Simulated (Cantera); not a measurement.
Feed: 1 mol SiC, 1.3 mol O2, 35 mol N2, held at 3750 Torr.

Equilibrium computed with Cantera from the NASA thermochemical tables; the gas is ideal and each condensed phase is pure. Candidate condensed phases: C, Si, SiC, SiO2, Si2N2O, Si3N4; 34 gas species. Mutual solubility and eutectic melting of coexisting phases are not modelled. The tables hold silica as quartz up to 1696 K and as liquid above; real silica turns to tridymite and cristobalite and melts near 1996 K. Equilibrium is a limit: real reactors are often held back by kinetics, nucleation or transport.

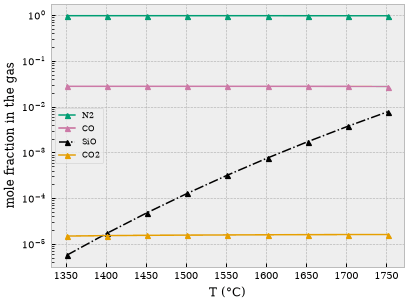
Figure: Equilibrium gas composition (values under 1e-9 drawn at 1e-9)

From 1352 °C to 1402 °C the condensed part is SiO2(β-quartz) + Si2N2O(s). From 1452 °C to 1702 °C the condensed part is SiO2(condensed) + Si2N2O(s). At 1752 °C the condensed part is SiO2(l) + Si2N2O(s). The main Si-bearing gas is SiO throughout. The share of Si in condensed phases is highest at 1352 °C (100.0 %) and lowest at 1752 °C (71.9 %).
